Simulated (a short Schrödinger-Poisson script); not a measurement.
System: gated Al0.4Ga0.6N/GaN polarisation-induced gas, at 300 K.

| layer | material | thickness (nm) | Na (cm⁻³) |
|---|---|---|---|
| 1 | Al0.4Ga0.6N | 30 | - |
| 2 | GaN | 6000 | 8e15 |

The device is made up for the run: typed textbook-type constants, with dimensions and the other settings drawn at random. Al0.4Ga0.6N: permittivity 9.26, conduction-band edge (eV) 0.58, gap (eV) 4.258, electron mass (mₑ) 0.248, Nv at 300 K (cm⁻³) 4.6e19. GaN: permittivity 9.5, conduction-band edge (eV) 0, gap (eV) 3.43, Nv at 300 K (cm⁻³) 4.6e19.

Channel valleys (confinement mass, in-plane density-of-states mass, number): Γ 0.2, 0.2, 1. At the gate the conduction-band edge of layer 1 lies 1.36 eV − eVg above the Fermi level of the channel; the field vanishes at the back. Sheet of polarisation charge: +2e13 e/cm² at 30 nm from the gate. The barrier under the gate holds no holes. Gaps are held at their typed values at every temperature. Mesh 0.08 nm at interfaces.

Solved with a short Schrödinger-Poisson script written for these runs: 1D Poisson equation in equilibrium, electrons quantum, Hartree plus LDA exchange-correlation (BenDaniel-Duke, 40 states a valley, the channel's in-plane mass for all, wave functions free to enter the barrier), parabolic valleys, classical holes, full ionisation, no traps, pinning or gate leakage.

Only gate voltages with over 1e8 electrons/cm² are shown.

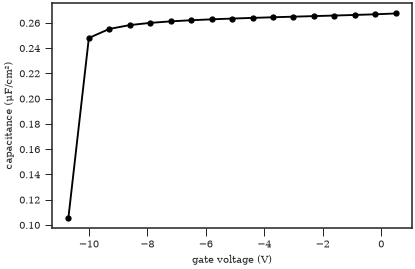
Figure: Quasi-static capacitance against gate voltage

```
Vg (V)  electrons (cm⁻²)  in the channel layer  C (μF/cm²)  Γ E0 (meV)  Γ E1 (meV)
------  ----------------  --------------------  ----------  ----------  ----------
0.5              1.82e13               1.65e13       0.267      -194.1        -6.0
-0.2             1.70e13               1.56e13       0.267      -182.7        -1.7
-0.9             1.59e13               1.47e13       0.266      -171.1         2.6
-1.6             1.47e13               1.37e13       0.266      -159.4         7.0
-2.3             1.36e13               1.27e13       0.265      -147.4        11.4
-3               1.24e13               1.17e13       0.265      -135.4        15.8
-3.7             1.12e13               1.07e13       0.264      -123.1        20.4
-4.4             1.01e13               9.64e12       0.264      -110.7        25.1
-5.1             8.93e12               8.58e12       0.263       -98.1        29.9
-5.8             7.78e12               7.52e12       0.263       -85.2        34.8
-6.5             6.63e12               6.44e12       0.262       -72.0        40.0
-7.2             5.49e12               5.36e12       0.261       -58.2        45.4
-7.9             4.35e12               4.27e12       0.260       -43.7        51.3
-8.6             3.22e12               3.17e12       0.258       -27.8        58.0
-9.3             2.10e12               2.08e12       0.255        -9.0        66.6
-10              9.96e11               9.89e11       0.248        17.7        81.2
-10.7            2.53e10               2.52e10       0.106       119.8       167.3
```

Subbands count from the Fermi level.
